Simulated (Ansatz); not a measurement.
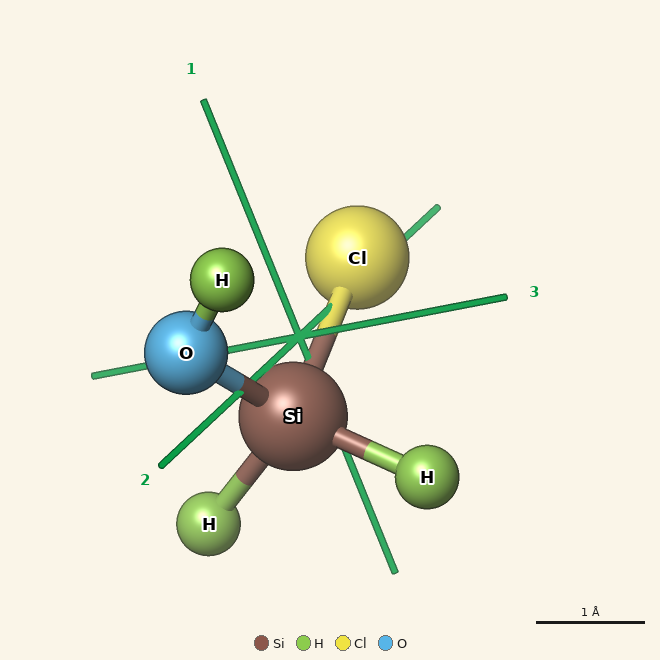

The three principal axes of inertia are drawn and numbered. Distant atoms are faded towards the background colour. Computed geometry: PBE0-D4/def2-TZVP optimisation. Masses are those of the most abundant isotopes; constants are for the rigid equilibrium geometry.

Which line is the a axis (least moment of inertia), which b and which c?

a is line 2, b is line 1, c is line 3; the moments are 25.5, 125, 143 u Å².

What kind of rotor is it, and what are its rotational constants in MHz?

An asymmetric top (C1): A = 19853, B = 4051, C = 3531 MHz. Ray's parameter κ is −0.94, close to the prolate limit.
